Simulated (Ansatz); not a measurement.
The figure comes from a scan of HgSe (zinc blende): the cell is scaled evenly about its relaxed volume V₀. Calculation: PBE (plane waves to 420 eV, PAW, scalar-relativistic; Ansatz, a first-principles code). k mesh 13×13×13 (Γ-centred), Fermi-Dirac smearing 0.05 eV. E stands for the smeared free energy. At this level the bands of HgSe touch or barely overlap. HgSe was relaxed with its symmetry unable to fall. Spin-orbit coupling is left out, though Hg is heavy. The relaxed volume of HgSe is well above the measured one; the method has no dispersion term. ΔE is measured from the relaxed starting cell.

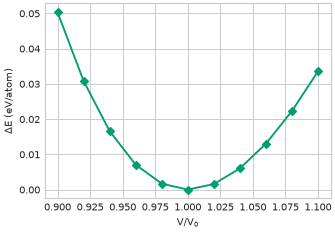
ΔE (eV/atom) against V/V₀; computed points joined by lines.

Q: List the plotted points as numbers.

A: To the nearest 0.001:

```
V/V₀   ΔE (eV/atom)
-----  ------------
0.900         0.050
0.920         0.031
0.940         0.017
0.960         0.007
0.980         0.002
1.000         0.000
1.020         0.002
1.040         0.006
1.060         0.013
1.080         0.022
1.100         0.034
```

(Under strain, the slope of the energy per volume gives the stress and its curvature an elastic modulus.)
